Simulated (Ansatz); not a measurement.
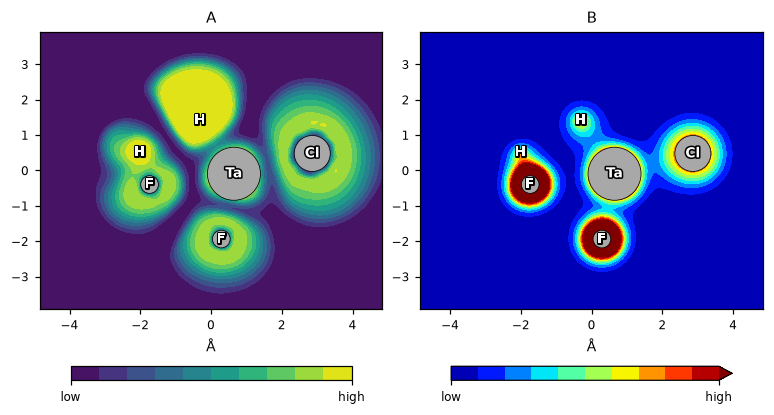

ClF4H2Ta: 2 fields on the plane of atoms Ta1, F2 and H8, with unlabelled colour scales. Grey discs cover the atomic cores.

Core potentials replace the inner electrons of Ta.

These are results of Ansatz, RKS B3LYP-D4/def2-SVP, not measurements.

Match the panels to the quantities (electron density and electron localisation function).

Answer. Panel A: electron localisation function. Panel B: electron density. From the grid: Ta–F (1.88 Å): the density is about 1 e/Å³ at the midpoint; the ELF peaks at about 0.85 in the valence shell of F, 0.6 Å from its nucleus, and drops to about 0.20 between the two atoms. Ta–Cl (2.29 Å): ρ at the midpoint is about 0.68 e/Å³; the ELF peaks at about 0.85 in the valence shell of Cl, 0.8 Å from its nucleus, and is about 0.40 at the midpoint.
